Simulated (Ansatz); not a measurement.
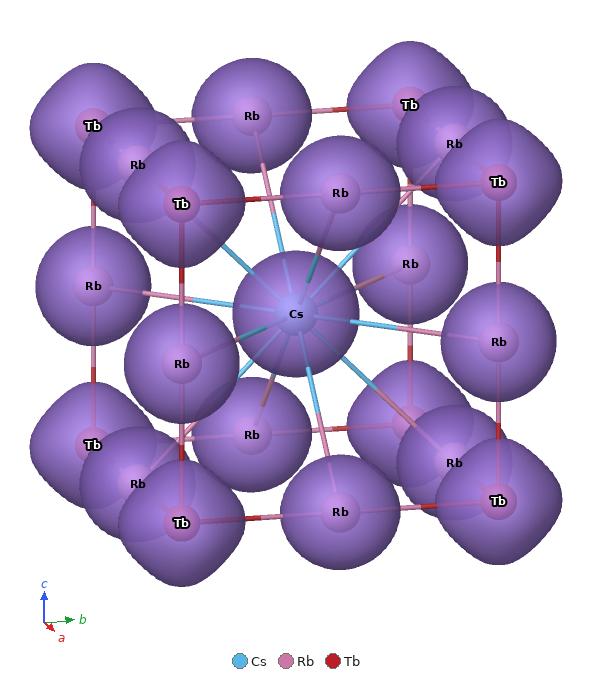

The picture shows: CsRb₃Tb. Isosurface of the valence pseudo-density at 0.1 e/Å³ (purple), seen slightly off an axis. Sticks mark near contacts.

Space group Pm-3m; a structure generated by program, which may or may not match a known phase; computed without spin polarisation; no Hubbard U on the f states and no spin–orbit coupling.

The calculation used DFT PBE, scalar-relativistic, plane waves, PAW; 4f electrons in the core of a trivalent norm-conserving potential in Ansatz 0.2.0.

The density is the valence pseudo-density of a pseudopotential calculation; it isn't the true density close to the nuclei.

**What does this surface tell about the bonding?**

At this value the density breaks into separate islands; it holds about 80 % of the electrons treated as valence (semicore included). It bridges none of the near contacts. It is pinched off along the sampled Rb–Tb (3.99 Å) and Cs–Rb (5.64 Å) contacts. On the grid the lowest density along these lines, outside the cores, is 0.06 e/Å³ (Rb–Tb, 3.99 Å) and 0.008 e/Å³ (Cs–Rb, 5.64 Å).
